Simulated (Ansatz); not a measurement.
# TiOF₂ (triplet): B2PLYP, RPA-PBE over vertical spin and charge gaps, def2-SVP

Aim: run TiOF₂ (triplet) with these functionals over vertical spin and charge gaps, and hold them against the top wave-function level at the same points.

The runs use Ansatz 0.2.0, Gaussian basis; def2-SVP, all electrons in the functionals, frozen cores in the correlation of double hybrids and RPA.

The runs, in order: B2PLYP, RPA-PBE, at charge 0, triplet; charge 0, singlet; charge 0, quintet; charge 1, doublet; charge 1, quartet.

7 further runs of the same task are left out: 1 that didn't finish, 6 set aside as unsound or not needed.

## Step 1: The system

The geometry is a PBE0/def2-TZVP stationary point (not a proven minimum).

4 atoms, charge 0, spin multiplicity 3.

Atoms are counted from 1 here; the program's logs count them from 0.

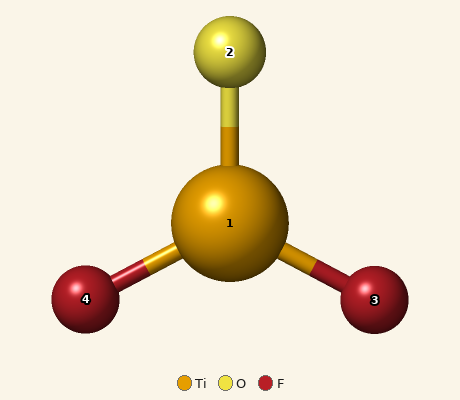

The geometry (titanium amber, oxygen yellow, fluorine red); atoms are numbered from 1 in the order of the file.

No dispersion term is added.

The geometry shown and the zero of energy belong to the point charge 0, triplet. The yardstick, UCCSD(T), and other wave-function levels (R restricted, U unrestricted, valence and pair active spaces) come from earlier runs.

## Step 2: B2PLYP, charge 0, triplet

The input, in.yaml:

```yaml
crystal:
  periodic: [false, false, false]
  atoms:
    - {symbol: Ti, position_ang: [0.000000, 0.018675, 0.000000]}
    - {symbol: O, position_ang: [0.000000, 1.873228, 0.000000]}
    - {symbol: F, position_ang: [0.000000, -0.812291, -1.563083]}
    - {symbol: F, position_ang: [0.000000, -0.812291, 1.563083]}
basis:
  gaussian: {orbitals: def2-SVP}
magnetization: {spin_polarized: true, initial_magnetization: 2}
hamiltonian: {xc: {name: B2PLYP}}
correlation: {electrons: outside_noble_gas}
```

Launch:

```sh
$ ansatz run in.yaml --threads 1 --pin off --events-out ev --progress --plain --max-ram 4096MiB --backend cpu
```

The log of the run:

```text
Functional definition: B2PLYP
  name "B2PLYP"
  cite "Grimme, J. Chem. Phys. 124, 034108 (2006) doi:10.1063/1.2148954"
  cite "Becke, Phys. Rev. A 38, 3098 (1988) doi:10.1103/PhysRevA.38.3098"
  cite "Lee, Yang & Parr, Phys. Rev. B 37, 785 (1988) doi:10.1103/PhysRevB.37.785"
  parameter a = 0.53
  parameter c = 0.27
  exchange = (1 - a)*b88_x + a*exact_x
  correlation = (1 - c)*lyp_c + c*(mp2_os + mp2_ss)
728 factors; integrals over basis functions are off by at most 1.3e-3 eV
mean field evaluation 1: about -30562.6350 eV, gradient 4.2e1 eV
mean field evaluation 2: about -30562.6747 eV, gradient 4.2e1 eV
mean field evaluation 4: about -30570.2350 eV, gradient 1.4e1 eV
mean field evaluation 8: about -30571.0625 eV, gradient 7.6e-1 eV
mean field evaluation 16: about -30571.0858 eV, gradient 5.5e-3 eV
mean field evaluation 32: about -30571.0253 eV, gradient 2.3e-1 eV
mean field evaluation 64: about -30571.0858 eV, gradient 5.0e-6 eV
mean field -30571.08575774 eV, -1123.4666797706 hartree, gradient 5.0e-6 eV, S^2 2.004416; 6 other end points of the search recorded, 0 dependent functions left out
12 core orbitals not correlated: weight in the atoms' cores, before any rotation towards them, 0.972 or more for the frozen orbitals, at most 0.025 for the correlated occupied ones
reference -30571.08594983 eV, -1123.4666868300 hartree; 13, 11 occupied and 48, 50 virtual orbitals, 728 factors
second order -20.82114737 eV of doubles, -0.00000000 eV of singles
Total energy: -30576.70765962 eV, -1123.6732808543 hartree
```

It took 15 s on 1 thread of AMD EPYC 7R13, shared host; peak memory 0.25 GiB.

From the report: ⟨S²⟩ of the determinant 2.004 (pure triplet: 2.00).

## Step 3: B2PLYP, charge 0, singlet

in.yaml: that of step 2 with these lines changed.

```diff
@@ -9,3 +9,3 @@
   gaussian: {orbitals: def2-SVP}
-magnetization: {spin_polarized: true, initial_magnetization: 2}
+magnetization: {spin_polarized: true, initial_magnetization: 0}
 hamiltonian: {xc: {name: B2PLYP}}
```

The command is unchanged.

The log of the run, cut to the lines that bear on the results:

```text
Functional definition: B2PLYP
  name "B2PLYP"
  cite "Grimme, J. Chem. Phys. 124, 034108 (2006) doi:10.1063/1.2148954"
  cite "Becke, Phys. Rev. A 38, 3098 (1988) doi:10.1103/PhysRevA.38.3098"
  cite "Lee, Yang & Parr, Phys. Rev. B 37, 785 (1988) doi:10.1103/PhysRevB.37.785"
[...]
728 factors; integrals over basis functions are off by at most 1.3e-3 eV
[...]
mean field -30571.46752777 eV, -1123.4807095605 hartree, gradient 2.0e-6 eV, S^2 0.719174; 12 other end points of the search recorded, 0 dependent functions left out
12 core orbitals not correlated: weight in the atoms' cores, before any rotation towards them, 0.974 or more for the frozen orbitals, at most 0.023 for the correlated occupied ones
reference -30571.46771888 eV, -1123.4807165837 hartree; 12, 12 occupied and 49, 49 virtual orbitals, 728 factors
second order -22.10137333 eV of doubles, -0.00000000 eV of singles
Total energy: -30577.43508968 eV, -1123.7000134157 hartree
```

Wall time 28 s (1 thread of AMD EPYC 7R13, shared host); peak memory 0.27 GiB.

From the report: ⟨S²⟩ of the determinant 0.719 (pure singlet: 0.00). The determinant is far from a pure spin state, so its energy mixes those of several spin states (harmless only where they are near-degenerate, as at dissociation).

From charge 0, triplet: -0.727 eV.

## Step 4: B2PLYP, charge 0, quintet

in.yaml: that of step 3 with these lines changed.

```diff
@@ -9,3 +9,3 @@
   gaussian: {orbitals: def2-SVP}
-magnetization: {spin_polarized: true, initial_magnetization: 0}
+magnetization: {spin_polarized: true, initial_magnetization: 4}
 hamiltonian: {xc: {name: B2PLYP}}
```

The command is unchanged.

The log of the run, cut to the lines that bear on the results:

```text
Functional definition: B2PLYP
  name "B2PLYP"
  cite "Grimme, J. Chem. Phys. 124, 034108 (2006) doi:10.1063/1.2148954"
  cite "Becke, Phys. Rev. A 38, 3098 (1988) doi:10.1103/PhysRevA.38.3098"
  cite "Lee, Yang & Parr, Phys. Rev. B 37, 785 (1988) doi:10.1103/PhysRevB.37.785"
[...]
728 factors; integrals over basis functions are off by at most 1.3e-3 eV
[...]
mean field -30566.39113696 eV, -1123.2941556392 hartree, gradient 3.6e-6 eV, S^2 6.006646; 6 other end points of the search recorded, 0 dependent functions left out
12 core orbitals not correlated: weight in the atoms' cores, before any rotation towards them, 0.959 or more for the frozen orbitals, at most 0.037 for the correlated occupied ones
reference -30566.39132123 eV, -1123.2941624112 hartree; 14, 10 occupied and 47, 51 virtual orbitals, 728 factors
second order -18.34174992 eV of doubles, -0.00000000 eV of singles
Total energy: -30571.34359371 eV, -1123.4761550680 hartree
```

It took 13 s on 1 thread of AMD EPYC 7R13, shared host; peak memory 0.27 GiB.

From the report: ⟨S²⟩ of the determinant 6.007 (pure quintet: 6.00).

From charge 0, triplet: +5.364 eV.

## Step 5: B2PLYP, charge 1, doublet

in.yaml: that of step 4 with these lines changed.

```diff
@@ -9,3 +9,4 @@
   gaussian: {orbitals: def2-SVP}
-magnetization: {spin_polarized: true, initial_magnetization: 4}
+total_charge: 1
+magnetization: {spin_polarized: true, initial_magnetization: 1}
 hamiltonian: {xc: {name: B2PLYP}}
```

Same command.

The log of the run, cut to the lines that bear on the results:

```text
Functional definition: B2PLYP
  name "B2PLYP"
  cite "Grimme, J. Chem. Phys. 124, 034108 (2006) doi:10.1063/1.2148954"
  cite "Becke, Phys. Rev. A 38, 3098 (1988) doi:10.1103/PhysRevA.38.3098"
  cite "Lee, Yang & Parr, Phys. Rev. B 37, 785 (1988) doi:10.1103/PhysRevB.37.785"
[...]
728 factors; integrals over basis functions are off by at most 1.3e-3 eV
[...]
mean field -30560.97225653 eV, -1123.0950154564 hartree, gradient 5.2e-6 eV, S^2 0.873539; 6 other end points of the search recorded, 0 dependent functions left out
12 core orbitals not correlated: weight in the atoms' cores, before any rotation towards them, 0.984 or more for the frozen orbitals, at most 0.014 for the correlated occupied ones
reference -30560.97245656 eV, -1123.0950228073 hartree; 12, 11 occupied and 49, 50 virtual orbitals, 728 factors
second order -24.83019846 eV of doubles, -0.00000000 eV of singles
Total energy: -30567.67661014 eV, -1123.3413959073 hartree
```

Wall time 12 s (1 thread of AMD EPYC 7R13, shared host); peak memory 0.27 GiB.

From the report: ⟨S²⟩ of the determinant 0.874 (pure doublet: 0.75).

From charge 0, triplet: +9.031 eV.

## Step 6: B2PLYP, charge 1, quartet

in.yaml: that of step 5 with these lines changed.

```diff
@@ -10,3 +10,3 @@
 total_charge: 1
-magnetization: {spin_polarized: true, initial_magnetization: 1}
+magnetization: {spin_polarized: true, initial_magnetization: 3}
 hamiltonian: {xc: {name: B2PLYP}}
```

Same command.

The log of the run, cut to the lines that bear on the results:

```text
Functional definition: B2PLYP
  name "B2PLYP"
  cite "Grimme, J. Chem. Phys. 124, 034108 (2006) doi:10.1063/1.2148954"
  cite "Becke, Phys. Rev. A 38, 3098 (1988) doi:10.1103/PhysRevA.38.3098"
  cite "Lee, Yang & Parr, Phys. Rev. B 37, 785 (1988) doi:10.1103/PhysRevB.37.785"
[...]
728 factors; integrals over basis functions are off by at most 1.3e-3 eV
[...]
mean field -30559.27938833 eV, -1123.0328036974 hartree, gradient 1.4e-6 eV, S^2 3.755996; 7 other end points of the search recorded, 0 dependent functions left out
12 core orbitals not correlated: weight in the atoms' cores, before any rotation towards them, 0.978 or more for the frozen orbitals, at most 0.019 for the correlated occupied ones
reference -30559.27958788 eV, -1123.0328110309 hartree; 13, 10 occupied and 48, 51 virtual orbitals, 728 factors
second order -19.44979607 eV of doubles, -0.00000000 eV of singles
Total energy: -30564.53103282 eV, -1123.2257980728 hartree
```

Run time: 20 s. Hardware: 1 thread of AMD EPYC 7R13, shared host; peak memory 0.27 GiB.

From the report: ⟨S²⟩ of the determinant 3.756 (pure quartet: 3.75).

From charge 0, triplet: +12.177 eV.

## Step 7: RPA-PBE, charge 0, triplet

in.yaml: that of step 6 with these lines changed.

```diff
@@ -9,5 +9,4 @@
   gaussian: {orbitals: def2-SVP}
-total_charge: 1
-magnetization: {spin_polarized: true, initial_magnetization: 3}
-hamiltonian: {xc: {name: B2PLYP}}
-correlation: {electrons: outside_noble_gas}
+magnetization: {spin_polarized: true, initial_magnetization: 2}
+hamiltonian: {xc: {name: PBE}}
+correlation: {method: rpa, electrons: outside_noble_gas}
```

The command is unchanged.

The log of the run, cut to the lines that bear on the results:

```text
Functional definition: PBE
  name "PBE"
  cite "Perdew, Burke & Ernzerhof, Phys. Rev. Lett. 77, 3865 (1996) doi:10.1103/PhysRevLett.77.3865"
  parent pbe
[...]
728 factors; integrals over basis functions are off by at most 1.3e-3 eV
[...]
mean field -30576.32256438 eV, -1123.6591288651 hartree, gradient 3.4e-6 eV, S^2 2.002697; 18 other end points of the search recorded, 0 dependent functions left out
12 core orbitals not correlated: weight in the atoms' cores, before any rotation towards them, 0.977 or more for the frozen orbitals, at most 0.021 for the correlated occupied ones
reference -30526.83773637 eV, -1121.8405949780 hartree; 13, 11 occupied and 48, 50 virtual orbitals, 728 factors
Total energy: -30553.52521976 eV, -1122.8213419031 hartree
```

Run time: 23 s. Hardware: 1 thread of AMD EPYC 7R13, shared host.

From the report: ⟨S²⟩ of the determinant 2.003 (pure triplet: 2.00).

## Step 8: RPA-PBE, charge 0, singlet

in.yaml: that of step 7 with these lines changed.

```diff
@@ -9,3 +9,3 @@
   gaussian: {orbitals: def2-SVP}
-magnetization: {spin_polarized: true, initial_magnetization: 2}
+magnetization: {spin_polarized: true, initial_magnetization: 0}
 hamiltonian: {xc: {name: PBE}}
```

The command is unchanged.

The log of the run, cut to the lines that bear on the results:

```text
Functional definition: PBE
  name "PBE"
  cite "Perdew, Burke & Ernzerhof, Phys. Rev. Lett. 77, 3865 (1996) doi:10.1103/PhysRevLett.77.3865"
  parent pbe
[...]
728 factors; integrals over basis functions are off by at most 1.3e-3 eV
[...]
mean field -30578.24196876 eV, -1123.7296656749 hartree, gradient 2.9e-6 eV, S^2 0.000000; 5 other end points of the search recorded, 0 dependent functions left out
12 core orbitals not correlated: weight in the atoms' cores, before any rotation towards them, 0.980 or more for the frozen orbitals, at most 0.018 for the correlated occupied ones
reference -30525.21470467 eV, -1121.7809496628 hartree; 12, 12 occupied and 49, 49 virtual orbitals, 728 factors
Total energy: -30555.26765718 eV, -1122.8853752971 hartree
```

It took 9 s on 1 thread of AMD EPYC 7R13, shared host.

From the report: ⟨S²⟩ of the determinant 0.000 (pure singlet: 0.00).

From charge 0, triplet: -1.742 eV.

## Step 9: RPA-PBE, charge 0, quintet

in.yaml: that of step 8 with these lines changed.

```diff
@@ -9,3 +9,3 @@
   gaussian: {orbitals: def2-SVP}
-magnetization: {spin_polarized: true, initial_magnetization: 0}
+magnetization: {spin_polarized: true, initial_magnetization: 4}
 hamiltonian: {xc: {name: PBE}}
```

The command is unchanged.

The log of the run, cut to the lines that bear on the results:

```text
Functional definition: PBE
  name "PBE"
  cite "Perdew, Burke & Ernzerhof, Phys. Rev. Lett. 77, 3865 (1996) doi:10.1103/PhysRevLett.77.3865"
  parent pbe
[...]
728 factors; integrals over basis functions are off by at most 1.3e-3 eV
[...]
mean field -30570.97514069 eV, -1123.4626146693 hartree, gradient 5.7e-6 eV, S^2 6.004998; 11 other end points of the search recorded, 0 dependent functions left out
12 core orbitals not correlated: weight in the atoms' cores, before any rotation towards them, 0.967 or more for the frozen orbitals, at most 0.030 for the correlated occupied ones
reference -30522.16198309 eV, -1121.6687642140 hartree; 14, 10 occupied and 47, 51 virtual orbitals, 728 factors
Total energy: -30548.64344865 eV, -1122.6419401237 hartree
```

Wall time 27 s (1 thread of AMD EPYC 7R13, shared host).

From the report: ⟨S²⟩ of the determinant 6.005 (pure quintet: 6.00).

From charge 0, triplet: +4.882 eV.

## Step 10: RPA-PBE, charge 1, doublet

in.yaml: that of step 9 with these lines changed.

```diff
@@ -9,3 +9,4 @@
   gaussian: {orbitals: def2-SVP}
-magnetization: {spin_polarized: true, initial_magnetization: 4}
+total_charge: 1
+magnetization: {spin_polarized: true, initial_magnetization: 1}
 hamiltonian: {xc: {name: PBE}}
```

Launched as before.

The log of the run, cut to the lines that bear on the results:

```text
Functional definition: PBE
  name "PBE"
  cite "Perdew, Burke & Ernzerhof, Phys. Rev. Lett. 77, 3865 (1996) doi:10.1103/PhysRevLett.77.3865"
  parent pbe
[...]
728 factors; integrals over basis functions are off by at most 1.3e-3 eV
[...]
mean field -30567.76227184 eV, -1123.3445439166 hartree, gradient 4.0e-6 eV, S^2 0.765846; 11 other end points of the search recorded, 0 dependent functions left out
12 core orbitals not correlated: weight in the atoms' cores, before any rotation towards them, 0.984 or more for the frozen orbitals, at most 0.014 for the correlated occupied ones
reference -30515.88105793 eV, -1121.4379444720 hartree; 12, 11 occupied and 49, 50 virtual orbitals, 728 factors
Total energy: -30544.80227812 eV, -1122.5007797105 hartree
```

Run time: 17 s. Hardware: 1 thread of AMD EPYC 7R13, shared host; peak memory 0.27 GiB.

From the report: ⟨S²⟩ of the determinant 0.766 (pure doublet: 0.75).

From charge 0, triplet: +8.723 eV.

## Step 11: RPA-PBE, charge 1, quartet

in.yaml: that of step 10 with these lines changed.

```diff
@@ -10,3 +10,3 @@
 total_charge: 1
-magnetization: {spin_polarized: true, initial_magnetization: 1}
+magnetization: {spin_polarized: true, initial_magnetization: 3}
 hamiltonian: {xc: {name: PBE}}
```

Launched as before.

The log of the run, cut to the lines that bear on the results:

```text
Functional definition: PBE
  name "PBE"
  cite "Perdew, Burke & Ernzerhof, Phys. Rev. Lett. 77, 3865 (1996) doi:10.1103/PhysRevLett.77.3865"
  parent pbe
[...]
728 factors; integrals over basis functions are off by at most 1.3e-3 eV
[...]
mean field -30564.12365018 eV, -1123.2108270371 hartree, gradient 6.7e-7 eV, S^2 3.755443; 13 other end points of the search recorded, 0 dependent functions left out
12 core orbitals not correlated: weight in the atoms' cores, before any rotation towards them, 0.979 or more for the frozen orbitals, at most 0.018 for the correlated occupied ones
reference -30514.40525072 eV, -1121.3837095573 hartree; 13, 10 occupied and 48, 51 virtual orbitals, 728 factors
Total energy: -30541.65334535 eV, -1122.3850585654 hartree
```

Wall time 36 s (1 thread of AMD EPYC 7R13, shared host); peak memory 0.27 GiB.

From the report: ⟨S²⟩ of the determinant 3.755 (pure quartet: 3.75).

From charge 0, triplet: +11.872 eV.

## Step 12: Against the wave-function levels

No level is safe as a reference over these points; UCCSD(T) serves as a yardstick only. It comes from earlier runs at the same points. Energies in eV, counted from charge 0, triplet; blanks weren't run or aren't comparable.

| level | triplet to singlet | triplet to quintet | ionisation to the doublet cation | ionisation to the quartet cation |
| --- | --- | --- | --- | --- |
| UCCSD(T) | -1.596 | 5.170 | 9.115 | 11.849 |
| B2PLYP | -0.727 | 5.364 | 9.031 | 12.177 |
| RPA-PBE | -1.742 | 4.882 | 8.723 | 11.872 |

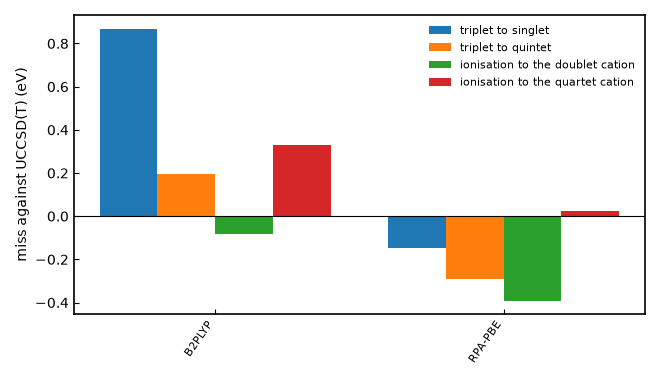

Misses of the gaps against UCCSD(T).

Largest miss and mean time a point (UCCSD(T) took 2.7 min a point; shared hosts):

| level | largest miss (eV) | where | time a point |
| --- | --- | --- | --- |
| B2PLYP | +0.869 | triplet to singlet | 17 s |
| RPA-PBE | -0.392 | ionisation to the doublet cation | 22 s |

## Step 13: Outcome

| quantity | value |
| --- | --- |
| triplet to singlet, UCCSD(T) | -1.596 eV |
| triplet to quintet, UCCSD(T) | 5.170 eV |
| ionisation to the doublet cation, UCCSD(T) | 9.115 eV |
| ionisation to the quartet cation, UCCSD(T) | 11.849 eV |
| largest miss, B2PLYP | +0.869 eV (triplet to singlet) |
| largest miss, RPA-PBE | -0.392 eV (ionisation to the doublet cation) |

What this shows: Of the functionals, RPA-PBE keep the smallest largest miss at the points compared (at most 0.392 eV) and B2PLYP strays most (0.869 eV, at triplet to singlet). B2PLYP clearly breaks the spin symmetry at some points (⟨S²⟩ up to 0.72 above the pure value), so energy there is bought with a mixed spin. Functionals and the yardstick converge differently with the basis, so part of each miss in def2-SVP is the basis. The yardstick itself may be off where one determinant is a poor start.
